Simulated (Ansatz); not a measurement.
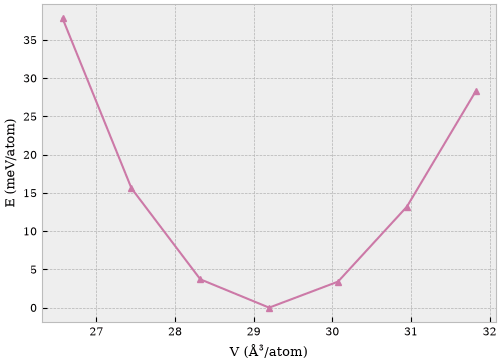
Figure: CdTe in space group P-6m2 (No. 187; Cd on 1a, Te on 1f) under volume change, r²SCAN (plane waves, PAW; program Ansatz), shape and atoms relaxed at each volume.

### Question
What does a third-order Birch–Murnaghan fit give for V₀, B₀ and B′?

### Answer
V₀ = 29.18 Å³/atom, B₀ = 44.3 GPa, B′ = 4.3.

A made-up cell: these elements were put on the sites of a structure type; neither database checked (COD, Materials Project) lists it. It is not the phase usual at ambient conditions (space group No. 216). The cell was relaxed with r²SCAN under the symmetry of its start; its stability against distortions is not shown here. Spin–orbit coupling is left out wherever it is not named.

Potentials: the later of the program's two PAW sets.
